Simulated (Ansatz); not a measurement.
# AlSiH$_{5}$O$_{2}$F$_{2}$: geometry relaxation (part 2 of 2)

The same run, continued: AlSiH$_{5}$O$_{2}$F$_{2}$; RKS LDA/def2-SVP (Ansatz 0.2.0). The input holds or restrains some coordinates. Forces given for the steps count only the free coordinates. It belongs to a series of runs on one base structure; here: pulled along the bonds that form and break, towards end B.

Geometry of the input (Å):
```
Al -1.7489  -0.1465  0.6351
O  -0.1326  -1.0686  1.7666
F  -2.6700  -1.2063  -0.1969
F  -2.2920  1.1932  1.4034
H  0.2822  -0.4375  0.7371
O  0.1628  0.2621  -0.3254
Si 1.3223  0.4625  -1.4385
H  0.1617  -0.6199  2.5592
H  0.8472  1.4627  -2.3923
H  2.4836  0.9256  -0.6701
H  1.5838  -0.8273  -2.0781
```

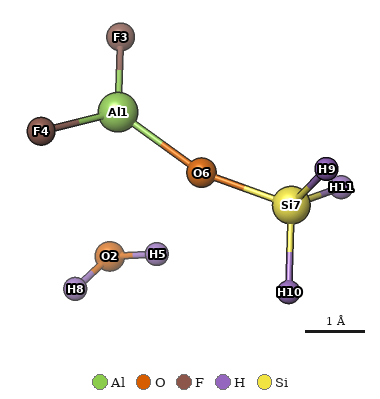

**Figure 1.** The geometry at step 8 of the log (ball-and-stick view, seen at a tilt; atoms are numbered from 1 in the order of the input).

Trajectory as extended XYZ, continued
```
11
Properties=species:S:1:pos:R:3:forces:R:3 step=2 energy=-23952.23859
Al   -1.7836   -0.0473    0.4910    4.5020  -0.0512  -0.7147
O     0.0109   -1.1474    1.8152   -1.3149   1.0660  -3.8817
F    -2.6847   -1.2130   -0.2050   -0.3113  -0.2202  -0.1491
F    -2.3033    1.2039    1.4072   -0.1396   0.1397   0.1419
H     0.2924   -0.5421    0.9011    0.1196  -0.8674   1.4953
O     0.0591    0.3217   -0.4004   -3.5339  -1.2221   2.9421
Si    1.3137    0.4660   -1.4400   -0.5263  -0.0018   0.2208
H     0.1710   -0.6062    2.5844    0.2786   0.9264   0.9457
H     0.8489    1.4688   -2.4015    0.1390   0.5245  -0.7407
H     2.4892    0.9280   -0.6688    0.5070   0.1657   0.1195
H     1.5866   -0.8324   -2.0831    0.2799  -0.4597  -0.3791
11
Properties=species:S:1:pos:R:3:forces:R:3 step=4 energy=-23952.44166
Al   -1.8311    0.1450    0.2080    3.1148  -0.1911  -0.4102
O     0.2167   -1.2834    1.9421   -1.0167  -0.2311   1.0741
F    -2.6848   -1.2073   -0.2116   -0.0003   0.4824  -0.0283
F    -2.2955    1.2004    1.4003    0.0052  -0.2583  -0.4393
H     0.4364   -0.7654    1.1767    0.6102   0.8636  -1.7101
O    -0.1948    0.4490   -0.5452   -1.5685  -0.8665   1.3977
Si    1.2453    0.4718   -1.4193   -1.1508   0.2638   0.1290
H     0.1717   -0.5834    2.6256    0.0203  -0.1677   0.1752
H     0.8727    1.4877   -2.4374    0.3634   0.2282  -0.4714
H     2.4765    0.9238   -0.6601   -0.2791  -0.0491   0.1856
H     1.5871   -0.8381   -2.0791   -0.0985  -0.0744   0.0977
11
Properties=species:S:1:pos:R:3:forces:R:3 step=5 energy=-23952.63808
Al   -1.8020    0.1079    0.2296    3.4404  -0.0703  -1.3169
O     0.3189   -1.3267    2.0524   -0.9834   0.4595   0.5693
F    -2.7555   -1.0787   -0.3163   -0.5468  -0.6642  -0.2865
F    -2.3425    1.2064    1.2742   -0.4086   0.7935   0.8999
H     0.5866   -0.8673    1.2460    0.3837   0.4064  -0.8404
O    -0.1911    0.3952   -0.4818   -1.0976  -0.4736   0.6208
Si    1.1738    0.5124   -1.4629   -0.6483  -0.2029   0.7186
H     0.1869   -0.5741    2.6793    0.1783  -0.4144  -0.1714
H     0.9101    1.5361   -2.5267    0.0463   0.0194  -0.0974
H     2.3803    0.9179   -0.6345   -0.2233   0.0638  -0.0335
H     1.5345   -0.8290   -2.0591   -0.1407   0.0826  -0.0625
11
Properties=species:S:1:pos:R:3:forces:R:3 step=6 energy=-23952.47967 accepted=F
Al   -1.8744    0.1754    0.0878    3.3879  -0.2203   0.3878
O     0.1709   -1.2804    2.0073    0.8855   2.7593   0.9186
F    -2.8009   -1.0886   -0.3654   -0.3411  -0.1093  -0.3695
F    -2.3243    1.1250    1.3551   -0.1413   0.1781  -0.2426
H     0.6815   -0.8136    1.2776   -0.6510  -0.6105   0.3438
O    -0.1780    0.3584   -0.4798   -1.7889  -0.1149   0.3874
Si    1.1802    0.4899   -1.4425   -0.6707  -0.0397   0.2691
H     0.3643   -0.5775    2.7600   -0.7127  -1.8577  -1.6690
H     0.9470    1.5074   -2.5269    0.0416   0.0319  -0.0345
H     2.3424    0.9441   -0.5878   -0.0635  -0.0718  -0.0355
H     1.4913   -0.8401   -2.0853    0.0542   0.0549   0.0445
11
Properties=species:S:1:pos:R:3:forces:R:3 step=8 energy=-23952.72454
Al   -1.8264    0.1262    0.1801    3.0053   0.0037  -0.5032
O     0.2594   -1.3062    2.0463   -0.4869   0.8664   0.1629
F    -2.7841   -1.0734   -0.3801   -0.1904  -0.1685  -0.1359
F    -2.3860    1.2237    1.2584   -0.0897   0.1454   0.1427
H     0.6519   -0.8706    1.2612    0.0434   0.0438  -0.2439
O    -0.1666    0.3651   -0.4544   -1.8214  -0.3699   0.7789
Si    1.1644    0.4987   -1.4408   -0.3552  -0.0433   0.2306
H     0.3314   -0.5903    2.7291   -0.0541  -0.5132  -0.3734
H     0.9141    1.5202   -2.5167    0.0166   0.0142  -0.0334
H     2.3469    0.9357   -0.6082   -0.0522  -0.0048  -0.0160
H     1.4950   -0.8292   -2.0749   -0.0154   0.0264  -0.0092
11
Properties=species:S:1:pos:R:3:forces:R:3 step=9 energy=-23952.75094
Al   -1.8105    0.1016    0.1685    2.6694  -0.0396  -0.4416
O     0.2563   -1.2691    2.1036   -0.5334   0.3605  -0.2439
F    -2.8232   -1.0031   -0.5067    0.0301   0.0287   0.0080
F    -2.3537    1.1498    1.3113   -0.0110   0.0125   0.0185
H     0.6652   -0.8710    1.3080    0.0552   0.0840  -0.2177
O    -0.1411    0.3261   -0.4404   -2.0998  -0.3557   0.8992
Si    1.1539    0.4909   -1.4522   -0.0560  -0.0247   0.0423
H     0.3387   -0.5531    2.7667   -0.0238  -0.0815  -0.0322
H     0.8888    1.5231   -2.5178   -0.0151  -0.0048   0.0054
H     2.3415    0.9303   -0.6310   -0.0113  -0.0021  -0.0245
H     1.4843   -0.8253   -2.1099   -0.0042   0.0227  -0.0136
11
Properties=species:S:1:pos:R:3:forces:R:3 step=10 energy=-23952.75408
Al   -1.7658    0.1002    0.1584    2.6695   0.0068  -0.2589
O     0.2143   -1.2769    2.1785   -0.5798   0.1971  -0.3053
F    -2.7615   -0.9815   -0.5741   -0.0031  -0.0057  -0.0019
F    -2.3466    1.1441    1.2905    0.0288  -0.0419  -0.0422
H     0.6605   -0.8805    1.4039    0.0983   0.1499  -0.2392
O    -0.0670    0.3049   -0.3841   -2.1958  -0.3343   0.8466
Si    1.1498    0.4942   -1.4854    0.0078   0.0200   0.0182
H     0.2776   -0.5785    2.8584    0.0000   0.0251   0.0029
H     0.8053    1.5418   -2.5141   -0.0229  -0.0107   0.0111
H     2.3833    0.9339   -0.7398    0.0125   0.0025  -0.0178
H     1.4501   -0.8019   -2.1919   -0.0152  -0.0088  -0.0134
11
Properties=species:S:1:pos:R:3:forces:R:3 step=12 energy=-23952.76376
Al   -1.7243    0.1012    0.1439    2.6613  -0.0429  -0.1375
O     0.1794   -1.2810    2.2342   -0.6705   0.0311  -0.2465
F    -2.7009   -0.9676   -0.6283   -0.0445  -0.0430  -0.0352
F    -2.3320    1.1347    1.2680   -0.0044   0.0150   0.0078
H     0.6548   -0.8996    1.4744    0.2024   0.2412  -0.3666
O    -0.0077    0.2930   -0.3373   -2.1661  -0.3159   0.7893
Si    1.1479    0.4979   -1.5007    0.0341   0.0554  -0.0652
H     0.2265   -0.5835    2.9133    0.0126   0.1005   0.0463
H     0.7267    1.5548   -2.4953    0.0217  -0.0310   0.0343
H     2.4246    0.9369   -0.8254   -0.0443  -0.0167  -0.0365
H     1.4051   -0.7869   -2.2466   -0.0023   0.0064   0.0097
11
Properties=species:S:1:pos:R:3:forces:R:3 step=13 energy=-23952.76279
Al   -1.6841    0.0988    0.1408    2.5630  -0.1633  -0.1166
O     0.1653   -1.2934    2.2744   -0.6287   0.1814  -0.2613
F    -2.6487   -0.9506   -0.6812    0.0405   0.0474   0.0406
F    -2.3219    1.1319    1.2494    0.0052  -0.0025   0.0142
H     0.6893   -0.9100    1.5444    0.1138   0.2096  -0.2398
O     0.0520    0.2765   -0.2802   -2.0632  -0.2492   0.5525
Si    1.1372    0.4984   -1.5166    0.0438   0.0759   0.0395
H     0.1342   -0.5810    2.9437    0.0499  -0.0091  -0.0659
H     0.6587    1.5745   -2.4707    0.0249  -0.1001   0.0662
H     2.4558    0.9349   -0.9165   -0.1129  -0.0319  -0.0428
H     1.3624   -0.7800   -2.2873   -0.0363   0.0419   0.0135
```

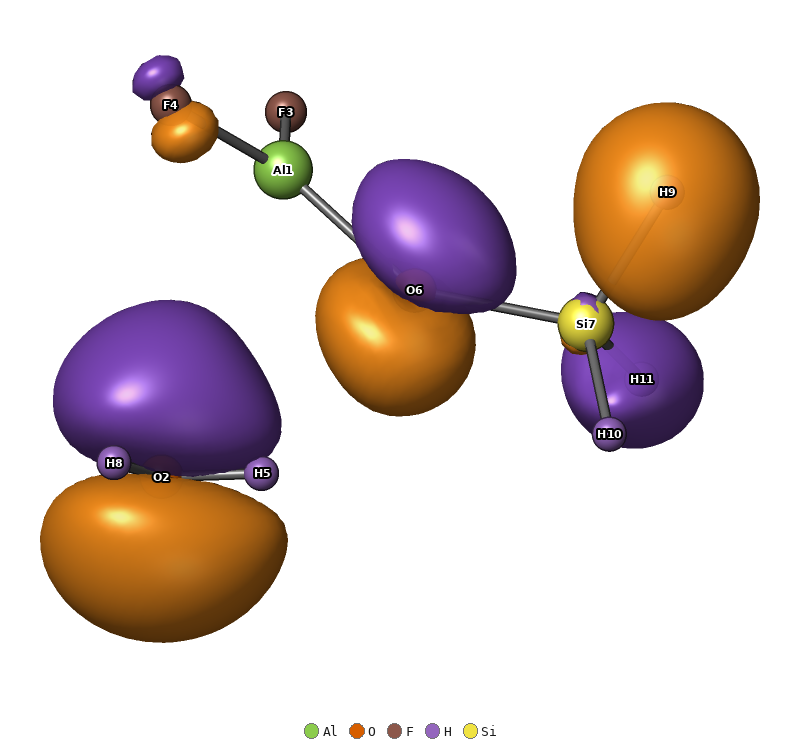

**Figure 2.** The HOMO at ±0.08 Å⁻³ᐟ² (orange and purple are the two phases), seen at a tilt. Its energy is −7.39 eV.

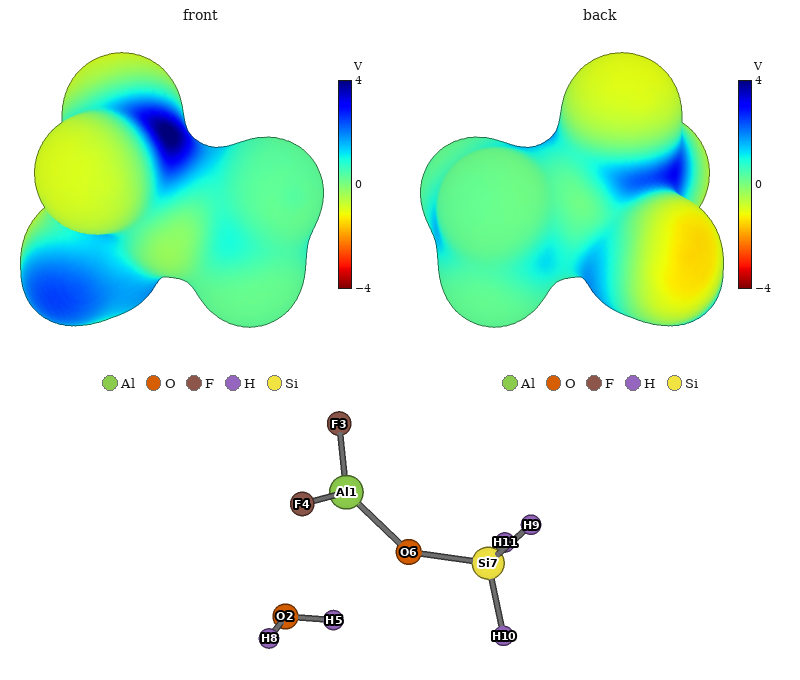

**Figure 3.** The molecular electrostatic potential painted on the density surface at 0.002 e/bohr³, seen at a tilt and from behind; the colour scale runs from red (negative) to blue (positive). The bare structure is drawn below in the same view.

Summary

| quantity | value |
| --- | --- |
| outcome | converged under the restraints of the input |
| total energy | −23952.7628 eV |
| mean-field energy | −23952.7628 eV |
| largest force (length of the vector) at the end, held atoms and coordinates included | 2.571 eV/Å |
| wall time | 11 s (CPU time 21 s) |
| peak memory | 0.18 GiB |
